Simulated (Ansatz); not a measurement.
BN: H interstitial (started 1.57 Å from the nearest host atom)

Take an 8-atom supercell of BN in the zinc blende structure (space group F-43m, No. 216; a = 3.624 Å) at its relaxed geometry as the base.

Now apply this change: one H atom is added in an open site, starting 1.57 Å from the nearest host atom, atoms relaxed at fixed cell, starting from a slightly rattled geometry.

Method: PBE (Ansatz, an electronic-structure program, PAW, no spin-orbit coupling), earlier PAW set. Γ-centred 7×7×7 mesh, Fermi–Dirac width 0.01 eV.

```yaml
pressure: 26.3 GPa (base 0.0 GPa)
largest_displacement_of_a_host_atom_from_its_site_in_the_perfect_cell: 0.03 Å
```

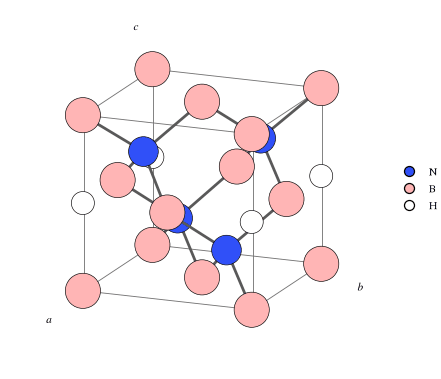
Figure. The relaxed cell after the change

Other magnetic orders, which the real material may have, were not ruled out. The cell is small, so the values are those of an ordered compound at a high defect concentration; dilute-limit values will differ. The mesh was chosen for an insulator and is coarse for the gapless case. The defect cell is spin-polarised and ends with 0.8 μB, a fractional moment that hangs on the mesh and smearing.
